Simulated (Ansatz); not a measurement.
**C2H4O2Si (SMILES C=C1O[SiH2]O1) at BHLYP/cc-pVDZ**

What is the electronic atomisation energy of C2H4O2Si at BHLYP/cc-pVDZ? 

The calculation is run with Ansatz 0.2.0.

56 further runs of the same task are left out: 56 set aside as unsound or not needed. Runs told in other sessions of the task aren't counted.

## Step 1: The system as given

C2H4O2Si: 9 atoms, total charge 0, spin state singlet. SMILES: `C=C1O[SiH2]O1`. The coordinates come from a PBE0-D4/def2-TZVP relaxation.

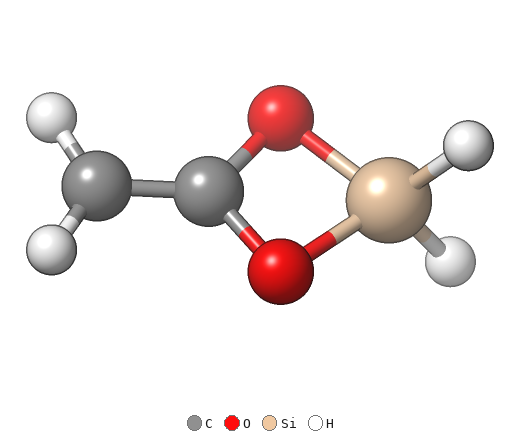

Viewed from a chosen angle; carbon grey, oxygen red, silicon light orange, hydrogen white.

## Step 2: A single-point energy at BHLYP/cc-pVDZ

molecule.yaml

```yaml
basis:
  gaussian: {orbitals: cc-pVDZ}
crystal:
  periodic: [false, false, false]
  atoms:
    - {symbol: C, position_ang: [0.527300, 1.358500, -1.129600]}
    - {symbol: C, position_ang: [0.157300, 0.383100, -0.322900]}
    - {symbol: O, position_ang: [-0.585200, 0.473600, 0.838200]}
    - {symbol: Si, position_ang: [-0.440000, -1.190500, 0.978300]}
    - {symbol: O, position_ang: [0.421700, -0.967300, -0.442100]}
    - {symbol: H, position_ang: [0.243100, 2.374800, -0.904500]}
    - {symbol: H, position_ang: [1.111300, 1.132600, -2.008400]}
    - {symbol: H, position_ang: [-1.701100, -1.949600, 0.840800]}
    - {symbol: H, position_ang: [0.354100, -1.661500, 2.132900]}
magnetization: {spin_polarized: false}
hamiltonian: {xc: {name: BHLYP}}
accuracy: high
output: {orbitals: {seedname: orbitals}}
```

Run with:

```bash
$ ansatz run molecule.yaml --threads 1 --pin off --max-ram 3480MiB --events-out events.jsonl --progress --plain --runs-dir runs
```

Standard output:

```text
Warning: RAYON_NUM_THREADS=1 ignored (pool sized by the plan → 1); use --threads N
Functional definition: BHLYP
  name "BHLYP"
  parameter a = 0.5
  exchange = (1 - a)*b88_x + a*exact_x
  correlation = lyp_c
2196 factors; integrals over basis functions are off by at most 3.5e-9 eV
mean field evaluation 1: about -14102.3787 eV, gradient 5.0e1 eV
mean field evaluation 2: about -14102.9840 eV, gradient 4.8e1 eV
mean field evaluation 4: about -14107.2080 eV, gradient 1.5e0 eV
mean field evaluation 8: about -14107.7479 eV, gradient 2.8e-1 eV
mean field evaluation 16: about -14107.7481 eV, gradient 1.3e-4 eV
mean field -14107.74812858 eV, -518.4501811501 hartree, gradient 4.6e-8 eV, S^2 0.000000; 0 other end points of the search recorded, 0 dependent functions left out
reference -14107.74815648 eV, -518.4501821755 hartree; 23, 23 occupied and 71, 71 virtual orbitals, 2196 factors
Total energy: -14107.74815648 eV, -518.4501821755 hartree
```

Run time: 11 s. Hardware: 1 thread of Arm Neoverse V1, shared host; peak memory 0.33 GiB.

## Step 3: The C atom at the same level

job.yaml

```yaml
crystal:
  periodic: [false, false, false]
  atoms:
    - {symbol: C, position_ang: [0.000000, 0.000000, 0.000000]}
basis:
  gaussian:
    orbitals: cc-pVDZ
magnetization:
  spin_polarized: true
  initial_magnetization: 2
hamiltonian:
  xc: {name: BHLYP}
accuracy: high
```

Run the same way, it converges to -37.84127 Eh (log not shown).

## Step 4: The H atom

molecule.yaml

```yaml
crystal:
  periodic: [false, false, false]
  atoms:
    - symbol: H
      position_ang: [0.000000, 0.000000, 0.000000]
basis:
  gaussian: {orbitals: cc-pVDZ}
magnetization: {spin_polarized: true, initial_magnetization: 1}
hamiltonian: {xc: {name: BHLYP}}
accuracy: high
```

Run with:

```bash
$ ansatz run molecule.yaml --threads 1 --pin off --max-ram 3480MiB --events-out events.jsonl --progress --plain --runs-dir runs
```

Standard output:

```text
Warning: RAYON_NUM_THREADS=1 ignored (pool sized by the plan → 1); use --threads N
Functional definition: BHLYP
  name "BHLYP"
  parameter a = 0.5
  exchange = (1 - a)*b88_x + a*exact_x
  correlation = lyp_c
15 factors; integrals over basis functions are off by at most 4.6e-8 eV
mean field evaluation 1: about -13.5381 eV, gradient 8.2e-1 eV
mean field evaluation 2: about -13.5466 eV, gradient 1.5e-1 eV
mean field evaluation 4: about -13.5469 eV, gradient 9.6e-5 eV
mean field evaluation 8: about -13.5469 eV, gradient 2.7e-11 eV
mean field -13.54688247 eV, -0.4978387483 hartree, gradient 6.4e-11 eV, S^2 0.750000; 0 other end points of the search recorded, 0 dependent functions left out
reference -13.54689547 eV, -0.4978392260 hartree; 1, 0 occupied and 4, 5 virtual orbitals, 15 factors
Total energy: -13.54689547 eV, -0.4978392260 hartree
```

It took 0.13 s on 1 thread of Arm Neoverse V1, shared host.

## Step 5: The O atom, same level

run.yaml

```yaml
crystal:
  periodic: [false, false, false]
  atoms:
    - {symbol: O, position_ang: [0.000000, 0.000000, 0.000000]}
basis:
  gaussian:
    orbitals: cc-pVDZ
magnetization:
  spin_polarized: true
  initial_magnetization: 2
hamiltonian:
  xc: {name: BHLYP}
accuracy: high
```

Run with:

```bash
$ ansatz run run.yaml --threads 1 --pin off --max-ram 3480MiB --events-out events.jsonl --progress --plain --runs-dir runs
```

Standard output:

```text
Warning: RAYON_NUM_THREADS=1 ignored (pool sized by the plan → 1); use --threads N
Functional definition: BHLYP
  name "BHLYP"
  parameter a = 0.5
  exchange = (1 - a)*b88_x + a*exact_x
  correlation = lyp_c
96 factors; integrals over basis functions are off by at most 1.3e-9 eV
mean field evaluation 1: about -2042.1895 eV, gradient 4.6e0 eV
mean field evaluation 2: about -2042.2622 eV, gradient 9.1e-1 eV
mean field evaluation 4: about -2042.2663 eV, gradient 3.8e-1 eV
mean field evaluation 8: about -2042.2670 eV, gradient 5.8e-4 eV
mean field -2042.26702345 eV, -75.0519288136 hartree, gradient 1.3e-8 eV, S^2 2.002420; 0 other end points of the search recorded, 0 dependent functions left out
reference -2042.26703144 eV, -75.0519291073 hartree; 5, 3 occupied and 9, 11 virtual orbitals, 96 factors
Total energy: -2042.26703144 eV, -75.0519291073 hartree
```

Run time: 0.35 s. Hardware: 1 thread of Arm Neoverse V1, shared host.

## Step 6: The Si atom, same level

Changes to job.yaml since step 3:

```diff
@@ -3,3 +3,4 @@
   atoms:
-    - {symbol: C, position_ang: [0.000000, 0.000000, 0.000000]}
+    - symbol: Si
+      position_ang: [0.000000, 0.000000, 0.000000]
 basis:
```

Run the same way, it converges to -289.37534 Eh (log not shown).

## Step 7: Summary of results

Level: BHLYP/cc-pVDZ.

```
                     quantity          value
       molecule: total energy  -518.45018 Eh
        molecule: HOMO energy       -7.55 eV
        molecule: LUMO energy        0.38 eV
      molecule: HOMO–LUMO gap        7.93 eV
         C atom: total energy   -37.84127 Eh
                 C atom: ⟨S²⟩          2.003
         H atom: total energy    -0.49784 Eh
                 H atom: ⟨S²⟩          0.750
         O atom: total energy   -75.05193 Eh
                 O atom: ⟨S²⟩          2.002
        Si atom: total energy  -289.37534 Eh
                Si atom: ⟨S²⟩          2.005
electronic atomisation energy      35.295 eV
```

**Reading.** Taking the molecule apart into free atoms costs 35.30 eV (3405 kJ/mol), before zero-point energy and without spin-orbit coupling.
